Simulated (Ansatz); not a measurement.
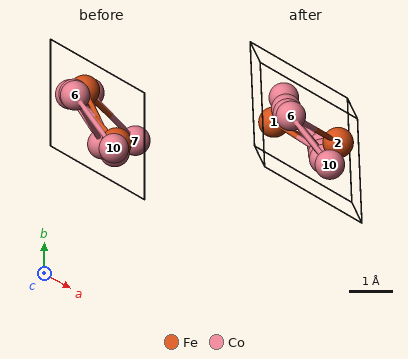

The structure of crystalline FeCo4 (a generated structure, set up in P1) (coarse preliminary run) before (left) and after (right) a relaxation, at one scale.

Style: ball-and-stick. Shown: the cell of the calculation, along the c axis.

Computed with Ansatz 0.2.0, DFT PBE, scalar-relativistic, plane waves, PAW. Settings: plane-wave cutoff 420 eV; k-point mesh 12 × 12 × 1; occupations gaussian; smearing width 0.2 eV; collinear spin; cell and atoms relaxed; force threshold 0.025 eV/Å; at most 60 steps.

Q: What changed between the two?

A: The run was cut off at its time limit before the relaxation converged, so the last structure is only a point on the way. The atom that moves furthest relative to the cell is a Fe atom (0.69 Å roughly along [−1 −2 0]). Largest moves by element: Fe 0.69 Å, Co 0.45 Å. The drawn cell changes as follows: a 2.568 → 2.664 Å (+3.8 %), b 2.531 → 2.472 Å (−2.3 %), c 20.082 → 20.112 Å (+0.2 %), α 87.2° → 90.0°, β 92.7° → 90.1°, γ 119.9° → 122.6°; the volume changes by −1.2 %. Some distances before and after: Co–Fe 2.440 → 2.935 Å, Co–Fe 2.906 → 2.434 Å, Co–Fe 2.557 → 2.941 Å, Co–Fe 2.089 → 2.431 Å. Within 0.06 Å the space group is P1 at the start and Cmc2_1 at the end; at a tighter tolerance small leftover displacements or strains of the cell lower it. The energy falls by 186 meV per atom in 5 geometry steps. Largest force component: 3.5 eV/Å at the start, 0.037 eV/Å at the end. The pressure goes from 4.15 to −0.49 GPa. Cost: 9.6 min on 4 threads of Intel(R) Xeon(R) Platinum 8375C CPU @ 2.90GHz (Ice Lake) (shared host), peak memory 1.6 GiB.
